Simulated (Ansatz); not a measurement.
Input

```
crystal:
  periodic: [false, false, false]
  atoms:
    - { symbol: B, position_ang: [0.0, 0.0, 0.0] }
    - { symbol: H, position_ang: [0.0, 0.0, 1.54] }
    - { symbol: F, position_ang: [1.1431, 0.0, -0.66] }
    - { symbol: H, position_ang: [-1.0305, 0.0, -0.595] }
    - { symbol: Si, position_ang: [0.1008, 2.1328, 0.7095] }
    - { symbol: H, position_ang: [0.6771, 2.1737, 2.0503] }
    - { symbol: H, position_ang: [0.9351, 2.9107, -0.2019] }
    - { symbol: H, position_ang: [-1.2441, 2.7001, 0.741] }
    - { symbol: H, position_ang: [0.0412, 0.871, 1.6809] }
basis:
  gaussian: { orbitals: "6-31G*" }
hamiltonian:
  xc: r2scan
relax:
  f_tol: 0.15
  max_steps: 25
  restrain:
    - { distance: [0, 4], at: 3.15, k: 30.0 }
    - { distance: [8, 1], at: 1.86, k: 30.0 }
    - { distance: [0, 1], at: 1.19, k: 30.0 }
    - { distance: [8, 4], at: 1.46, k: 30.0 }
output:
  orbitals: {}
```

Launched as:

```sh
ansatz run input.yaml --threads 1 --pin off --max-ram 2048MiB --backend cpu --events-out ev --progress --plain --runs-dir out
```

The fields are those of the run's last geometry, not of the input's.

Method: RKS r2SCAN/6-31G* in Ansatz.

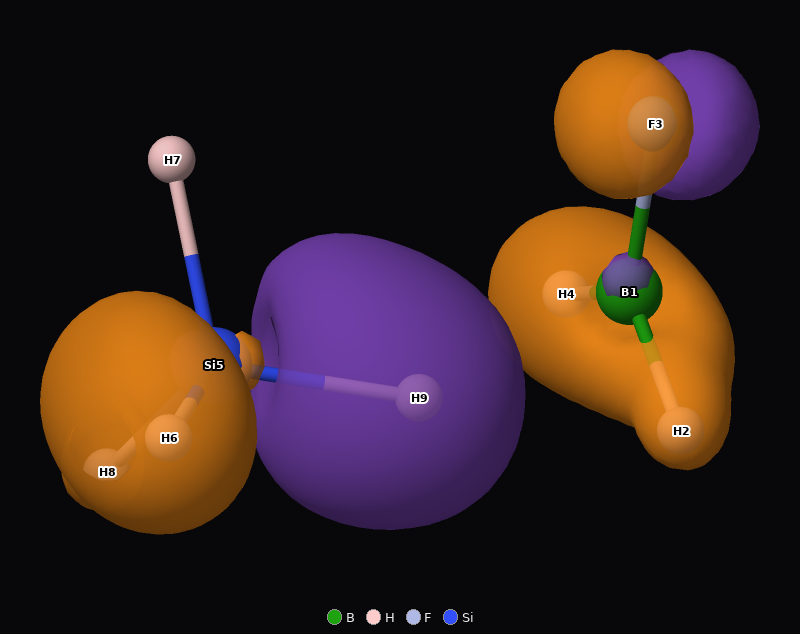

BFH$_{2}$···SiH$_{4}$. The HOMO−1 at ±0.15 Å⁻³ᐟ² (orange and purple are the two phases), seen at a tilt.

Q: What is the character of this orbital?

A: It lies mainly on Si5 (about 30 %), H9 (about 20 %), B1 (about 10 %), H6 (about 10 %), F3 (about 10 %) and H4 (about 10 %). Its energy is −8.91 eV.
